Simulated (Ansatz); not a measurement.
# BH2Br− (SMILES [BH2-]Br) at UCCSD/STO-3G

Aim: the vertical doublet–quartet gap of BH2Br− at UCCSD/STO-3G, from 2 runs. 

The calculation is run with Ansatz 0.2.0.

7 further runs of the same task are left out: 6 that didn't finish, 1 set aside as unsound or not needed.

## (1) The molecule

BH2Br−: 4 atoms, total charge -1, spin state doublet. As SMILES, `[BH2-]Br`. The coordinates come from a GFN2-xTB relaxation.

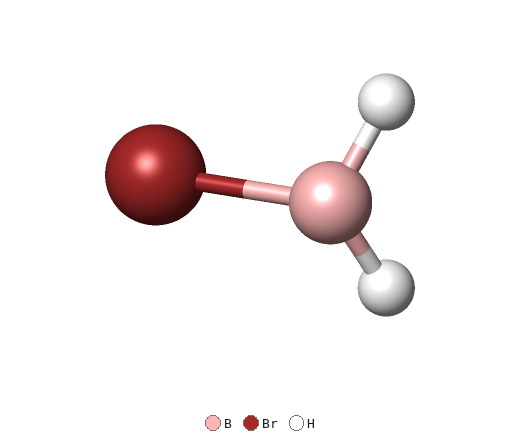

Viewed from a chosen angle; boron pink, bromine red, hydrogen white.

## (2) The energy at UCCSD/STO-3G

The input, input.yaml:

```yaml
crystal:
  periodic: [false, false, false]
  atoms:
    - {symbol: B, position_ang: [-0.380570, 0.148840, 0.001750]}
    - {symbol: Br, position_ang: [1.540060, 0.580870, 0.661540]}
    - {symbol: H, position_ang: [-0.770230, -0.861690, 0.547550]}
    - {symbol: H, position_ang: [-0.389260, 0.131980, -1.210840]}
basis:
  gaussian:
    orbitals: STO-3G
total_charge: -1
magnetization:
  spin_polarized: true
  initial_magnetization: 1
correlation:
  method: ccsd
  frozen_orbitals: {B: 1, Br: 9, H: 0}
accuracy: high
scf:
  omitted_lower_state_checks: [cluster_reference, increment]
```

Command:

```console
$ ansatz run input.yaml --threads 1 --pin off --max-ram 2610MiB --events-out events.jsonl --progress --plain --runs-dir runs
```

Output:

```text
Warning: RAYON_NUM_THREADS=1 ignored (pool sized by the plan → 1); use --threads N
Functional definition: HF
  name "HF"
  exchange = exact_x
  correlation = 0
these checks for a lower state are left out or cut short: cluster_reference, increment
339 factors; integrals over basis functions are off by at most 9.1e-9 eV
mean field evaluation 1: about -69933.7793 eV, gradient 8.4e0 eV
mean field evaluation 2: about -69933.8351 eV, gradient 8.4e0 eV
mean field evaluation 4: about -69934.8324 eV, gradient 8.7e-1 eV
mean field evaluation 8: about -69934.8512 eV, gradient 1.5e-2 eV
mean field -69934.85117674 eV, -2570.0583772005 hartree, gradient 2.2e-8 eV, S^2 0.756161; 0 other end points of the search recorded, 0 dependent functions left out
10 core orbitals not correlated: weight in the atoms' cores, before any rotation towards them, 1.000 or more for the frozen orbitals, at most 0.000 for the correlated occupied ones
reference -69934.85117674 eV, -2570.0583772005 hartree; 12, 11 occupied and 3, 4 virtual orbitals, 339 factors
second order -0.88045682 eV of doubles, -0.00000000 eV of singles
cycle   1  -1.12400741 eV  change   -2.4e-1 eV  update   4.2e-2
cycle   2  -1.26367826 eV  change   -1.4e-1 eV  update   1.7e-2
cycle   3  -1.27390865 eV  change   -1.0e-2 eV  update   5.1e-3
cycle   4  -1.27606587 eV  change   -2.2e-3 eV  update   2.3e-3
cycle   5  -1.27698811 eV  change   -9.2e-4 eV  update   6.4e-4
cycle   6  -1.27698535 eV  change    2.8e-6 eV  update   1.9e-4
cycle   7  -1.27697682 eV  change    8.5e-6 eV  update   6.9e-5
cycle   8  -1.27699536 eV  change   -1.9e-5 eV  update   2.8e-5
cycle   9  -1.27698396 eV  change    1.1e-5 eV  update   8.3e-6
cycle  10  -1.27698277 eV  change    1.2e-6 eV  update   2.5e-6
cycle  11  -1.27698221 eV  change    5.6e-7 eV  update   9.7e-7
cycle  12  -1.27698267 eV  change   -4.6e-7 eV  update   2.9e-7
cycle  13  -1.27698272 eV  change   -4.5e-8 eV  update   6.3e-8
cycle  14  -1.27698272 eV  change   7.7e-10 eV  update   2.9e-8
cycle  15  -1.27698270 eV  change    1.7e-8 eV  update   1.4e-8
cycle  16  -1.27698261 eV  change    9.3e-8 eV  update   3.5e-8
cycle  17  -1.27698257 eV  change    3.5e-8 eV  update   1.4e-8
cycle  18  -1.27698256 eV  change    1.1e-8 eV  update   5.7e-9
cycle  19  -1.27698256 eV  change    1.3e-9 eV  update   2.4e-9
Total energy: -69936.12815930 eV, -2570.1053054439 hartree
Checks for a lower state left out: cluster_reference, increment
```

It took 0.34 s on 1 thread of Arm Neoverse V1, shared host.

## (3) The quartet at the same level

The input, job.yaml:

```yaml
basis:
  gaussian: {orbitals: STO-3G}
crystal:
  periodic: [false, false, false]
  atoms:
    - symbol: B
      position_ang: [-0.380570, 0.148840, 0.001750]
    - symbol: Br
      position_ang: [1.540060, 0.580870, 0.661540]
    - symbol: H
      position_ang: [-0.770230, -0.861690, 0.547550]
    - symbol: H
      position_ang: [-0.389260, 0.131980, -1.210840]
total_charge: -1
magnetization: {spin_polarized: true, initial_magnetization: 3}
correlation: {method: ccsd, frozen_orbitals: {B: 1, Br: 9, H: 0}}
accuracy: high
scf: {omitted_lower_state_checks: [cluster_reference, increment]}
```

Command:

```console
$ ansatz run job.yaml --threads 1 --pin off --max-ram 2610MiB --events-out events.jsonl --progress --plain --runs-dir runs
```

Output:

```text
Warning: RAYON_NUM_THREADS=1 ignored (pool sized by the plan → 1); use --threads N
[... 4 set-up lines as earlier in the session ...]
these checks for a lower state are left out or cut short: cluster_reference, increment
339 factors; integrals over basis functions are off by at most 9.1e-9 eV
mean field evaluation 1: about -69922.2326 eV, gradient 1.1e1 eV
mean field evaluation 2: about -69922.3625 eV, gradient 1.1e1 eV
mean field evaluation 4: about -69923.9134 eV, gradient 1.5e0 eV
mean field evaluation 8: about -69924.0188 eV, gradient 3.6e-4 eV
mean field evaluation 16: about -69923.9695 eV, gradient 1.4e0 eV
mean field evaluation 32: about -69923.8875 eV, gradient 1.5e0 eV
mean field evaluation 64: about -69923.9271 eV, gradient 7.8e-1 eV
mean field -69924.01645456 eV, -2569.6602085046 hartree, gradient 3.3e-8 eV, S^2 3.757230; 9 other end points of the search recorded, 0 dependent functions left out
10 core orbitals not correlated: weight in the atoms' cores, before any rotation towards them, 1.000 or more for the frozen orbitals, at most 0.000 for the correlated occupied ones
reference -69924.01645456 eV, -2569.6602085046 hartree; 13, 10 occupied and 2, 5 virtual orbitals, 339 factors
second order -0.62762066 eV of doubles, -0.00000000 eV of singles
cycle   1  -0.84350401 eV  change   -2.2e-1 eV  update   4.0e-2
cycle   2  -0.98204535 eV  change   -1.4e-1 eV  update   2.3e-2
cycle   3  -1.00858314 eV  change   -2.7e-2 eV  update   1.2e-2
cycle   4  -1.01459526 eV  change   -6.0e-3 eV  update   4.0e-3
cycle   5  -1.01230368 eV  change    2.3e-3 eV  update   1.5e-3
cycle   6  -1.01303451 eV  change   -7.3e-4 eV  update   4.1e-4
cycle   7  -1.01281794 eV  change    2.2e-4 eV  update   1.4e-4
cycle   8  -1.01274783 eV  change    7.0e-5 eV  update   7.1e-5
cycle   9  -1.01281694 eV  change   -6.9e-5 eV  update   4.8e-5
cycle  10  -1.01279552 eV  change    2.1e-5 eV  update   3.6e-5
cycle  11  -1.01279779 eV  change   -2.3e-6 eV  update   3.2e-5
cycle  12  -1.01279479 eV  change    3.0e-6 eV  update   3.0e-5
cycle  13  -1.01280198 eV  change   -7.2e-6 eV  update   2.9e-5
cycle  14  -1.01280984 eV  change   -7.9e-6 eV  update   2.7e-5
cycle  15  -1.01280539 eV  change    4.5e-6 eV  update   1.3e-5
cycle  16  -1.01280381 eV  change    1.6e-6 eV  update   1.2e-5
cycle  17  -1.01279966 eV  change    4.1e-6 eV  update   4.1e-6
cycle  18  -1.01279943 eV  change    2.3e-7 eV  update   5.3e-7
cycle  19  -1.01279937 eV  change    6.3e-8 eV  update   3.4e-7
cycle  20  -1.01279947 eV  change   -1.1e-7 eV  update   2.7e-7
cycle  21  -1.01279958 eV  change   -1.1e-7 eV  update   2.3e-7
cycle  22  -1.01279953 eV  change    4.6e-8 eV  update   1.9e-7
cycle  23  -1.01279950 eV  change    3.5e-8 eV  update   1.5e-7
cycle  24  -1.01279951 eV  change   -1.2e-8 eV  update   9.2e-8
cycle  25  -1.01279952 eV  change   -8.9e-9 eV  update   5.1e-8
cycle  26  -1.01279951 eV  change    9.2e-9 eV  update   3.0e-8
cycle  27  -1.01279952 eV  change   -6.2e-9 eV  update   1.6e-8
cycle  28  -1.01279952 eV  change   -3.8e-9 eV  update   1.0e-8
cycle  29  -1.01279952 eV  change  -3.1e-10 eV  update   7.1e-9
cycle  30  -1.01279952 eV  change    2.7e-9 eV  update   5.0e-9
cycle  31  -1.01279952 eV  change    1.6e-9 eV  update   2.3e-9
Total energy: -69925.02925408 eV, -2569.6974282004 hartree
Checks for a lower state left out: cluster_reference, increment
```

Wall time 0.89 s (1 thread of Arm Neoverse V1, shared host).

## (4) Outcome

Level: UCCSD/STO-3G, 10 core orbitals frozen.

```
                                             quantity           value
                                doublet: total energy  -2570.10531 Eh
doublet: correlation energy (10 core orbitals frozen)       -46.9 mEh
           doublet: ⟨S²⟩ of the reference determinant           0.756
                               doublet: T1 diagnostic           0.005
                                quartet: total energy  -2569.69743 Eh
quartet: correlation energy (10 core orbitals frozen)       -37.2 mEh
           quartet: ⟨S²⟩ of the reference determinant           3.757
                               quartet: T1 diagnostic           0.012
     vertical energy of the quartet above the doublet       11.099 eV
```

What this shows: At this shape the quartet lies 11.10 eV (1071 kJ/mol) above the doublet. For an anion a state so high probably lies above electron detachment. In a minimal basis such a difference can be off by several eV, whatever the method.
